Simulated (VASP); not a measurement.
Band structure of Pt₃Ti (L1_2). Method: LDA (Ceperley-Alder, Perdew-Zunger) with spin-orbit coupling, VASP's LDA PAW potentials (set 64) (plane waves; VASP 6.6.1).

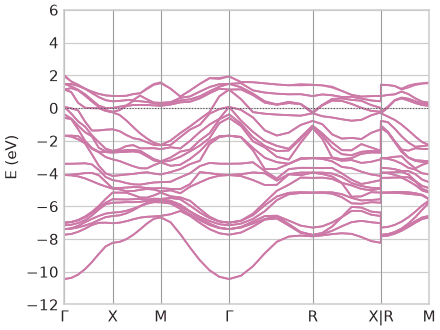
*Bands along high-symmetry lines, zero at the valence-band maximum or, without a gap, the Fermi level*

Q: Read the plot: is there a gap, and where are the band edges?

A: It has no gap at this level: it comes out as a metal or semimetal.

The compound is Pt3Ti in the L1_2 structure. It was relaxed first.
